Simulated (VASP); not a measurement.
Band structure of NiO (rock salt, AFM-II order). These are modified Becke-Johnson potential (mBJ), VASP's PBE PAW potentials (set 64) (plane waves; VASP) values and carry that method's errors.

mBJ is a potential without an energy functional, so only the levels count.

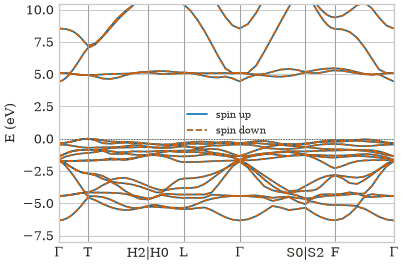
Fig. 1. Bands along high-symmetry lines, zero at the valence-band maximum or, without a gap, the Fermi level

**Question.** Read the plot: is there a gap, and where are the band edges?

**Answer.** The gap is indirect, 4.44 eV, from the valence maximum at T to the conduction minimum at Γ.

The compound is NiO in the rock salt, AFM-II order structure. It was relaxed first. The cell's shape comes from a PBE relaxation.
